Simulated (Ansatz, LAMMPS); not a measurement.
## Glassy 67P2O5-33BaO (mol %) (128 atoms): where an added charge goes

Does an extra electron or hole in glassy 67P2O5-33BaO (mol %) (128 atoms) stay spread out, or do the atoms trap it?

Calculated with Ansatz 0.2.0; Kohn-Sham DFT, PBE, PAW (set soft_2), plane waves.

### Step 1. The structure

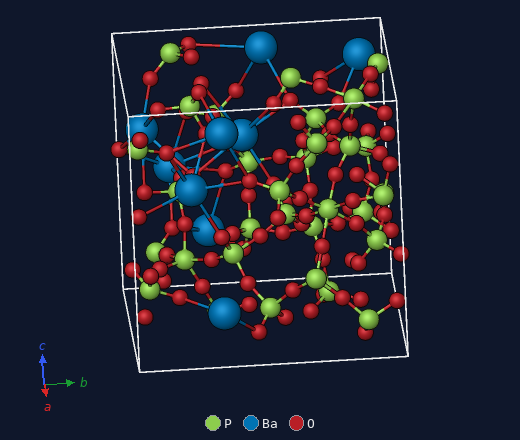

The starting structure, seen slightly off an axis (phosphorus green, barium blue, oxygen red). Bonds to atoms that aren't drawn are left out. Some periodic images of atoms are drawn too.

The cell holds 128 atoms: 32 P, 8 Ba and 88 O. Cell: a = 12.320 Å, b = 12.320 Å, c = 12.320 Å, α = 90.0°, β = 90.0°, γ = 90.0°. 128 atoms (32 P, 8 Ba, 88 O) placed at random at 3.04 g/cm³, melted at 4000 K for 10 ps at fixed volume with the Morse and Coulomb pair potential with partial charges (Pedone, Malavasi, Menziani, Cormack and Segre, J. Phys. Chem. B 110, 11780 (2006)). Quenched from 4000 K to 300 K at 200 K/ps and fixed volume, held 10 ps at zero pressure, then minimised at fixed cell.

What the set-up can't give: The quench rate of 200 K/ps far exceeds what a furnace or splat quench reaches, so expect more defects and frozen-in strain than in a real sample. The starting topology of bonds comes from the classical model, and needn't be the one that DFT or experiment would give. The Brillouin zone is sampled at Γ only, in a cell whose shortest periodic width is 12 Å. No spin–orbit coupling is included, so levels derived from the heavy atoms are approximate.

### Step 2. Single point at the start

The forces at the start show how far the geometry lies from a minimum of this functional.

Input file input.yaml:

```yaml
crystal:
  lattice:
    - [12.32022, 0.0, 0.0]
    - [0.0, 12.32022, 0.0]
    - [0.0, 0.0, 12.32022]
  atoms:
    - { symbol: P, position: [0.3845, 0.72666, 0.74807] }
    - { symbol: P, position: [0.24815, 0.47144, 0.28982] }
    - { symbol: P, position: [0.62931, 0.248, 0.9061] }
    - { symbol: P, position: [0.23709, 0.11719, 0.21412] }
    - { symbol: P, position: [0.24564, 0.68959, 0.5504] }
    - { symbol: P, position: [0.51768, 0.95933, 0.99144] }
    - { symbol: P, position: [0.15282, 0.91903, 0.55222] }
    - { symbol: P, position: [0.45276, 0.96267, 0.46168] }
    - { symbol: P, position: [0.95572, 0.69821, 0.83861] }
    - { symbol: P, position: [0.88901, 0.55555, 0.63928] }
    - { symbol: P, position: [0.18686, 0.89461, 0.30713] }
    - { symbol: P, position: [0.15984, 0.362, 0.71132] }
    - { symbol: P, position: [0.74314, 0.85392, 0.9344] }
    - { symbol: P, position: [0.21553, 0.2042, 0.98113] }
    - { symbol: P, position: [0.67104, 0.91932, 0.35333] }
    - { symbol: P, position: [0.88983, 0.0351, 0.83391] }
    - { symbol: P, position: [0.90726, 0.93973, 0.60321] }
    - { symbol: P, position: [0.76011, 0.73947, 0.51458] }
    - { symbol: P, position: [0.60726, 0.83763, 0.70663] }
    - { symbol: P, position: [0.09425, 0.48278, 0.49918] }
    - { symbol: P, position: [0.9055, 0.67579, 0.29351] }
    - { symbol: P, position: [0.35332, 0.69735, 0.3176] }
    - { symbol: P, position: [0.42883, 0.32709, 0.03567] }
    - { symbol: P, position: [0.65782, 0.38421, 0.32894] }
    - { symbol: P, position: [0.9177, 0.8643, 0.12642] }
    - { symbol: P, position: [0.55665, 0.58982, 0.43842] }
    - { symbol: P, position: [0.47868, 0.21129, 0.25795] }
    - { symbol: P, position: [0.411, 0.20193, 0.5036] }
    - { symbol: P, position: [0.62659, 0.62834, 0.99174] }
    - { symbol: P, position: [0.42501, 0.74456, 0.08371] }
    - { symbol: P, position: [0.78108, 0.50743, 0.15016] }
    - { symbol: P, position: [0.86496, 0.05834, 0.27654] }
    [... 90 atom lines left out ...]
    - { symbol: O, position: [0.72335, 0.43082, 0.23113] }
    - { symbol: O, position: [0.60643, 0.12975, 0.89064] }
    - { symbol: O, position: [0.29546, 0.58871, 0.28186] }
    - { symbol: O, position: [0.32452, 0.6786, 0.64484] }
    - { symbol: O, position: [0.61945, 0.56128, 0.89249] }
    - { symbol: O, position: [0.76022, 0.00233, 0.32298] }
kpoints:
  mp_grid: { grid: [1, 1, 1] }
hamiltonian:
  xc: pbe
scf:
  occupations: { method: fixed }
output:
  forces: true
```

Started as:

```
$ ansatz run input.yaml --threads 4 --pin off --max-ram 8192MiB --backend cpu --events-out ev --progress --plain --runs-dir out
```

Numbers of over 12 decimals in the logs are rounded to 6 here.

The program printed:

```text
[...]
Pseudopotentials: kind: paw
Pseudopotential: P, paw, valence charge 5, recommended cutoff 420 eV (normal), P.paw.azcp
Pseudopotential: Ba, paw, valence charge 10, recommended cutoff 420 eV (normal), Ba.paw.azcp
Pseudopotential: O, paw, valence charge 6, recommended cutoff 420 eV (normal), O.paw.azcp
[... 5 lines on functional and potentials left out ...]
Crystal: 128 atoms, lattice volume = 1870.059 Å³
Basis set: ecut = 420 eV, 36377 PW (Γ), exchange–correlation on 180×180×180 points (8 copies of the dense FFT grid, shifted against one another)
Bands: 512, of which v1, the nominal top of the filled ones, is band 384 counted from 1 (383 counted from 0)
Symmetry: 1 space group operations
Space group: P1 (ITA 1), of the structure as read, at distance tolerance 1.2e-4 Å
k-points: 1
[... 7 lines on functional and potentials left out ...]
Initial density: superposition of atomic densities (neutral atoms: chi_scale 0, normalization atom), corrected by the library's trained network
Initial wavefunctions: pseudopotential atomic-orbital guess
[...]
SCF iter   1: F=—  HF=-121755.502160 eV  |F-HF|=—  |Δ(HF+E_count)|=         —  Δρ=5.32e-3  dr2=8.62e-1  ethr=1.77e-3  ⟨swp⟩=8.0  Hψ=1887  notcnv=0  defer=126
preconditioner: auto → Resta (q_TF=auto, 2.352 Å⁻¹)  ε∞=3.1  [insulator: Δε(μ)=1.976 eV  Ē_g=16.061 eV  n_scr=436 (ndim 8)  ℏωp=23.5 eV  f_vac=0.166  ε∞_Penn≈3.1]
SCF iter   2: F=—  HF=-121755.315640 eV  |F-HF|=—  |Δ(HF+E_count)|=   1.87e-1  Δρ=2.84e-3  dr2=1.68e-1  ethr=1.12e-4  ⟨swp⟩=4.0  Hψ=868  notcnv=0  defer=126
SCF iter   3: F=—  HF=-121755.284088 eV  |F-HF|=—  |Δ(HF+E_count)|=   3.16e-2  Δρ=1.16e-3  dr2=4.97e-2  ethr=2.18e-5  ⟨swp⟩=4.0  Hψ=729  notcnv=0  defer=118
automatic band count: iteration 3 solves 504 bands in place of 512: the levels show a gap, and the empty bands left out lie too high to hold charge; the band table lists the bands solved (type scf.n_extra_bands for more)
SCF iter   4: F=—  HF=-121755.271544 eV  |F-HF|=—  |Δ(HF+E_count)|=   1.25e-2  Δρ=4.81e-4  dr2=4.64e-3  ethr=6.47e-6  ⟨swp⟩=4.0  Hψ=734  notcnv=0  defer=118
SCF iter   5: F=—  HF=-121755.271136 eV  |F-HF|=—  |Δ(HF+E_count)|=   4.07e-4  Δρ=2.65e-4  dr2=1.18e-3  ethr=6.04e-7  ⟨swp⟩=3.0  Hψ=900  notcnv=0  defer=118
[...]
SCF iter  10: F=—  HF=-121755.275373 eV  |F-HF|=—  |Δ(HF+E_count)|=   1.85e-7  Δρ=2.81e-6  dr2=1.28e-7  ethr=1.30e-11  ⟨swp⟩=6.0  Hψ=1781  notcnv=0
SCF iter  11: F=-121755.275373 eV  HF=-121755.275373 eV  |F-HF|=8.27e-9  |Δ(HF+E_count)|=   9.59e-9  Δρ=7.09e-7  dr2=8.08e-9  ethr=1.30e-11  ⟨swp⟩=6.0  Hψ=1584  notcnv=0
SCF 1 converged in 11 iterations: F = -121755.275373 eV  dr2 = 8.08e-9
[...]
SCF converged after 11 iterations
Free energy (F): -121755.275373 eV
Harris-Foulkes:  -121755.275373 eV  (|F-HF|=8.27e-9)
Internal energy: -121755.275373 eV  (E = F + TS)
E sigma→0 (E₀):  -121755.275373 eV
Fermi energy:    5.194637 eV
--- Per-component energies (eV) ---
[...]
Σ components = -121755.275373   (vs F -121755.275373, Δ=0.00e0)
--- Forces (eV/Å), atoms counted from 1 ---
  atom   1  P     -0.64706861     1.99025547     3.33664063
  atom   2  P      2.50454543    -3.38410470     0.51824205
  atom   3  P      2.05811052    -3.36092319     0.98551116
  atom   4  P      1.39843844     3.67556804     2.22635443
[...]
atom 128  O     -0.92332878     1.23078000     1.09482483
  max |Σ_I F_I| component: 5.01e-5 eV/Å
```

Wall time 14 s (4 threads of Intel Xeon 6975P-C (Granite Rapids), shared host); peak memory 2.7 GiB; 49 s of CPU time.

The column dr2 measures how far the density is from self-consistency, as an energy; F and HF (Harris–Foulkes) agree once it is small.

The r.m.s. force at the start is 1.3 eV/Å.

### Step 3. Relaxation

The atoms are relaxed in the fixed cell, aiming at the force tolerance of the input.

Input file input.yaml:

```yaml
crystal:
  lattice:
    - [12.32022, 0.0, 0.0]
    - [0.0, 12.32022, 0.0]
    - [0.0, 0.0, 12.32022]
  atoms:
    [... the 128 atom lines of step 2 ...]
kpoints:
  mp_grid: { grid: [1, 1, 1] }
hamiltonian:
  xc: pbe
scf:
  occupations: { method: fixed }
output:
  forces: true
relax:
  f_tol: 0.05
  max_steps: 120
```

The program printed:

```text
[...]
Crystal: 128 atoms, lattice volume = 1870.059 Å³
Basis set: ecut = 420 eV, 36377 PW (Γ), exchange–correlation on 180×180×180 points (8 copies of the dense FFT grid, shifted against one another)
Bands: 512, of which v1, the nominal top of the filled ones, is band 384 counted from 1 (383 counted from 0)
Symmetry: 1 space group operations
[...]
k-points: 1
[...]
SCF iter   1: F=—  HF=-121755.502157 eV  |F-HF|=—  |Δ(HF+E_count)|=         —  Δρ=5.32e-3  dr2=8.62e-1  ethr=1.77e-3  ⟨swp⟩=8.0  Hψ=1887  notcnv=0  defer=126
[...]
SCF iter   7: F=-121755.275359 eV  HF=-121755.275370 eV  |F-HF|=1.05e-5  |Δ(HF+E_count)|=   4.03e-5  Δρ=4.03e-5  dr2=2.65e-5  ethr=8.14e-9  ⟨swp⟩=6.0  Hψ=1633  notcnv=0
SCF 1 converged in 7 iterations: F = -121755.275359 eV  dr2 = 2.65e-5
[...]
relax step   1: F+E_penalty+E_count = -121755.27535928 eV  Δ(F+E_penalty+E_count) = +0.000e0 eV  max|allowed force component| = 4.667e0 eV/Å  Δτ_max = 0.0000 Å  (7 SCF iters, dr2 threshold 6.25e-5 eV, accepted)
[... from here on, the SCF cycles and remarks between the steps are left out ...]
relax step   2: F+E_penalty+E_count = -121759.47290030 eV  Δ(F+E_penalty+E_count) = -4.198e0 eV  max|allowed force component| = 3.285e0 eV/Å  Δτ_max = 0.1950 Å  (7 SCF iters, dr2 threshold 1.00e-4 eV, accepted)
relax step   3: F+E_penalty+E_count = -121763.54550105 eV  Δ(F+E_penalty+E_count) = -4.073e0 eV  max|allowed force component| = 1.294e0 eV/Å  Δτ_max = 0.1948 Å  (7 SCF iters, dr2 threshold 1.00e-4 eV, accepted)
relax step   4: F+E_penalty+E_count = -121765.06262074 eV  Δ(F+E_penalty+E_count) = -1.517e0 eV  max|allowed force component| = 8.998e-1 eV/Å  Δτ_max = 0.1949 Å  (6 SCF iters, dr2 threshold 1.00e-4 eV, accepted)
relax step   5: F+E_penalty+E_count = -121766.13350709 eV  Δ(F+E_penalty+E_count) = -1.071e0 eV  max|allowed force component| = 7.072e-1 eV/Å  Δτ_max = 0.1949 Å  (6 SCF iters, dr2 threshold 1.00e-4 eV, accepted)
relax step   6: F+E_penalty+E_count = -121766.93104879 eV  Δ(F+E_penalty+E_count) = -7.975e-1 eV  max|allowed force component| = 8.052e-1 eV/Å  Δτ_max = 0.1967 Å  (6 SCF iters, dr2 threshold 1.00e-4 eV, accepted)
relax step   7: F+E_penalty+E_count = -121767.43191170 eV  Δ(F+E_penalty+E_count) = -5.009e-1 eV  max|allowed force component| = 8.631e-1 eV/Å  Δτ_max = 0.1916 Å  (6 SCF iters, dr2 threshold 1.00e-4 eV, accepted)
relax step   8: F+E_penalty+E_count = -121767.94476289 eV  Δ(F+E_penalty+E_count) = -5.129e-1 eV  max|allowed force component| = 5.886e-1 eV/Å  Δτ_max = 0.1924 Å  (6 SCF iters, dr2 threshold 1.00e-4 eV, accepted)
relax step   9: F+E_penalty+E_count = -121768.39311702 eV  Δ(F+E_penalty+E_count) = -4.484e-1 eV  max|allowed force component| = 7.030e-1 eV/Å  Δτ_max = 0.1940 Å  (7 SCF iters, dr2 threshold 1.00e-4 eV, accepted)
relax step  10: F+E_penalty+E_count = -121768.84722754 eV  Δ(F+E_penalty+E_count) = -4.541e-1 eV  max|allowed force component| = 7.714e-1 eV/Å  Δτ_max = 0.1951 Å  (6 SCF iters, dr2 threshold 1.00e-4 eV, accepted)
relax step  11: F+E_penalty+E_count = -121769.30319140 eV  Δ(F+E_penalty+E_count) = -4.560e-1 eV  max|allowed force component| = 6.731e-1 eV/Å  Δτ_max = 0.1911 Å  (6 SCF iters, dr2 threshold 1.00e-4 eV, accepted)
relax step  12: F+E_penalty+E_count = -121769.79818066 eV  Δ(F+E_penalty+E_count) = -4.950e-1 eV  max|allowed force component| = 5.787e-1 eV/Å  Δτ_max = 0.1953 Å  (6 SCF iters, dr2 threshold 1.00e-4 eV, accepted)
relax step  13: F+E_penalty+E_count = -121770.27358561 eV  Δ(F+E_penalty+E_count) = -4.754e-1 eV  max|allowed force component| = 4.692e-1 eV/Å  Δτ_max = 0.1949 Å  (6 SCF iters, dr2 threshold 1.00e-4 eV, accepted)
relax step  14: F+E_penalty+E_count = -121770.77136857 eV  Δ(F+E_penalty+E_count) = -4.978e-1 eV  max|allowed force component| = 4.520e-1 eV/Å  Δτ_max = 0.2000 Å  (6 SCF iters, dr2 threshold 1.00e-4 eV, accepted)
relax step  15: F+E_penalty+E_count = -121771.21076774 eV  Δ(F+E_penalty+E_count) = -4.394e-1 eV  max|allowed force component| = 6.174e-1 eV/Å  Δτ_max = 0.1950 Å  (7 SCF iters, dr2 threshold 1.00e-4 eV, accepted)
relax step  16: F+E_penalty+E_count = -121771.46079362 eV  Δ(F+E_penalty+E_count) = -2.500e-1 eV  max|allowed force component| = 4.906e-1 eV/Å  Δτ_max = 0.1961 Å  (6 SCF iters, dr2 threshold 1.00e-4 eV, accepted)
relax step  17: F+E_penalty+E_count = -121771.60357543 eV  Δ(F+E_penalty+E_count) = -1.428e-1 eV  max|allowed force component| = 5.872e-1 eV/Å  Δτ_max = 0.1936 Å  (6 SCF iters, dr2 threshold 1.00e-4 eV, accepted)
relax step  18: F+E_penalty+E_count = -121771.77767489 eV  Δ(F+E_penalty+E_count) = -1.741e-1 eV  max|allowed force component| = 3.619e-1 eV/Å  Δτ_max = 0.0948 Å  (6 SCF iters, dr2 threshold 1.00e-4 eV, accepted)
relax step  19: F+E_penalty+E_count = -121772.01182124 eV  Δ(F+E_penalty+E_count) = -2.341e-1 eV  max|allowed force component| = 3.493e-1 eV/Å  Δτ_max = 0.2000 Å  (7 SCF iters, dr2 threshold 4.98e-5 eV, accepted)
relax step  20: F+E_penalty+E_count = -121772.12927492 eV  Δ(F+E_penalty+E_count) = -1.175e-1 eV  max|allowed force component| = 5.236e-1 eV/Å  Δτ_max = 0.1990 Å  (7 SCF iters, dr2 threshold 4.64e-5 eV, accepted)
relax step  21: F+E_penalty+E_count = -121772.34596366 eV  Δ(F+E_penalty+E_count) = -2.167e-1 eV  max|allowed force component| = 2.859e-1 eV/Å  Δτ_max = 0.2000 Å  (7 SCF iters, dr2 threshold 1.00e-4 eV, accepted)
relax step  22: F+E_penalty+E_count = -121772.43178604 eV  Δ(F+E_penalty+E_count) = -8.582e-2 eV  max|allowed force component| = 3.938e-1 eV/Å  Δτ_max = 0.1950 Å  (7 SCF iters, dr2 threshold 2.44e-5 eV, accepted)
relax step  23: F+E_penalty+E_count = -121772.49368107 eV  Δ(F+E_penalty+E_count) = -6.190e-2 eV  max|allowed force component| = 2.407e-1 eV/Å  Δτ_max = 0.0448 Å  (6 SCF iters, dr2 threshold 4.62e-5 eV, accepted)
relax step  24: F+E_penalty+E_count = -121772.60459647 eV  Δ(F+E_penalty+E_count) = -1.109e-1 eV  max|allowed force component| = 2.538e-1 eV/Å  Δτ_max = 0.1270 Å  (7 SCF iters, dr2 threshold 2.16e-5 eV, accepted)
[...]
relax step  39: F+E_penalty+E_count = -121774.13418297 eV  Δ(F+E_penalty+E_count) = -1.006e-1 eV  max|allowed force component| = 2.550e-1 eV/Å  Δτ_max = 0.2000 Å  (6 SCF iters, dr2 threshold 1.00e-4 eV, accepted)
relax step  40: F+E_penalty+E_count = -121774.16757425 eV  Δ(F+E_penalty+E_count) = -3.339e-2 eV  max|allowed force component| = 2.580e-1 eV/Å  Δτ_max = 0.1483 Å  (7 SCF iters, dr2 threshold 7.52e-6 eV, accepted)
relax step  41: F+E_penalty+E_count = -121774.19769568 eV  Δ(F+E_penalty+E_count) = -3.012e-2 eV  max|allowed force component| = 2.511e-1 eV/Å  Δτ_max = 0.0566 Å  (7 SCF iters, dr2 threshold 7.69e-6 eV, accepted)
relax step  42: F+E_penalty+E_count = -121774.15239465 eV  Δ(F+E_penalty+E_count) = +4.530e-2 eV  max|allowed force component| = 6.109e-1 eV/Å  Δτ_max = 0.2000 Å  (7 SCF iters, dr2 threshold 5.97e-5 eV, rejected (line search))
relax step  43: F+E_penalty+E_count = -121774.23344744 eV  Δ(F+E_penalty+E_count) = -3.575e-2 eV  max|allowed force component| = 9.162e-2 eV/Å  Δτ_max = 0.0903 Å  (10 SCF iters, accepted)
relax step  44: F+E_penalty+E_count = -121774.23981353 eV  Δ(F+E_penalty+E_count) = -6.366e-3 eV  max|allowed force component| = 1.103e-1 eV/Å  Δτ_max = 0.0300 Å  (9 SCF iters, accepted)
relax step  45: F+E_penalty+E_count = -121774.24987694 eV  Δ(F+E_penalty+E_count) = -1.006e-2 eV  max|allowed force component| = 1.380e-1 eV/Å  Δτ_max = 0.0658 Å  (9 SCF iters, accepted)
relax step  46: F+E_penalty+E_count = -121774.25821143 eV  Δ(F+E_penalty+E_count) = -8.334e-3 eV  max|allowed force component| = 1.186e-1 eV/Å  Δτ_max = 0.0516 Å  (6 SCF iters, dr2 threshold 1.90e-5 eV, accepted)
relax step  47: F+E_penalty+E_count = -121774.26443018 eV  Δ(F+E_penalty+E_count) = -6.219e-3 eV  max|allowed force component| = 1.441e-1 eV/Å  Δτ_max = 0.0626 Å  (6 SCF iters, dr2 threshold 1.04e-5 eV, accepted)
relax step  48: F+E_penalty+E_count = -121774.26961809 eV  Δ(F+E_penalty+E_count) = -5.188e-3 eV  max|allowed force component| = 9.994e-2 eV/Å  Δτ_max = 0.0396 Å  (6 SCF iters, dr2 threshold 1.53e-5 eV, accepted)
relax step  49: F+E_penalty+E_count = -121774.27508555 eV  Δ(F+E_penalty+E_count) = -5.467e-3 eV  max|allowed force component| = 7.513e-2 eV/Å  Δτ_max = 0.0175 Å  (6 SCF iters, dr2 threshold 4.80e-6 eV, accepted)
relax step  50: F+E_penalty+E_count = -121774.22975966 eV  Δ(F+E_penalty+E_count) = +4.533e-2 eV  max|allowed force component| = 2.251e-1 eV/Å  Δτ_max = 0.2000 Å  (9 SCF iters, dr2 threshold 2.72e-6 eV, rejected (line search))
relax step  51: F+E_penalty+E_count = -121774.28437664 eV  Δ(F+E_penalty+E_count) = -9.291e-3 eV  max|allowed force component| = 5.350e-2 eV/Å  Δτ_max = 0.0747 Å  (10 SCF iters, accepted)
relax step  52: F+E_penalty+E_count = -121774.28614044 eV  Δ(F+E_penalty+E_count) = -1.764e-3 eV  max|allowed force component| = 5.349e-2 eV/Å  Δτ_max = 0.0335 Å  (8 SCF iters, accepted)
relax step  53: F+E_penalty+E_count = -121774.28781102 eV  Δ(F+E_penalty+E_count) = -1.671e-3 eV  max|allowed force component| = 5.174e-2 eV/Å  Δτ_max = 0.0266 Å  (8 SCF iters, accepted)
relax step  54: F+E_penalty+E_count = -121774.28916814 eV  Δ(F+E_penalty+E_count) = -1.357e-3 eV  max|allowed force component| = 4.412e-2 eV/Å  Δτ_max = 0.0193 Å  (6 SCF iters, dr2 threshold 2.50e-6 eV, accepted)
relax step  55: F+E_penalty+E_count = -121774.28916830 eV  Δ(F+E_penalty+E_count) = -1.621e-7 eV  max|allowed force component| = 4.414e-2 eV/Å  Δτ_max = 0.0000 Å  (3 SCF iters, accepted)
SCF converged after 3 iterations
Free energy (F): -121774.289168 eV
[...]
Internal energy: -121774.289168 eV  (E = F + TS)
E sigma→0 (E₀):  -121774.289168 eV
Fermi energy:    4.220886 eV
[...]
Σ components = -121774.289168   (vs F -121774.289168, Δ=0.00e0)
--- Forces (eV/Å), atoms counted from 1 ---
  atom   1  P     -0.00713846    -0.01282672    -0.00345842
  atom   2  P     -0.00096608    -0.00410439    -0.00651038
  atom   3  P      0.00614025    -0.01960185     0.01714118
  atom   4  P     -0.00357584    -0.00493883    -0.00919086
[...]
atom 128  O     -0.00296449    -0.00342704    -0.01912424
  max |Σ_I F_I| component: 1.03e-4 eV/Å
--- Relaxed structure (55 steps of the walk, 53 accepted, 0 SCFs on fresh bases) ---
  F+E_penalty+E_count = -121774.28916830 eV   max|allowed force component| = 4.414e-2 eV/Å
  atoms:
    - { symbol: P, position: [0.413185, 0.763513, 0.749051] }
    - { symbol: P, position: [0.249427, 0.492473, 0.358541] }
    - { symbol: P, position: [0.592842, 0.271700, 0.850839] }
    - { symbol: P, position: [0.221771, 0.082036, 0.204615] }
[...]
- { symbol: O, position: [0.766186, 0.036653, 0.324973] }
```

Run time: 7.4 min. Hardware: 4 threads; peak memory 2.6 GiB; 28 min of CPU time.

The relaxation converged after 55 steps, 19.0 eV below its start, with a largest force component of 0.044 eV/Å.

(Continued in part 2 of 4.)

[Logs are printed without paths, hosts, clocks, repeated set-up lines and the standing remarks that a program may print on its own settings, such as how far it seeks lower states.]

[Hosts, paths, dates, database ids (printed as entryN), source tags and the programs' standing remarks are cut or masked in the printed files.]
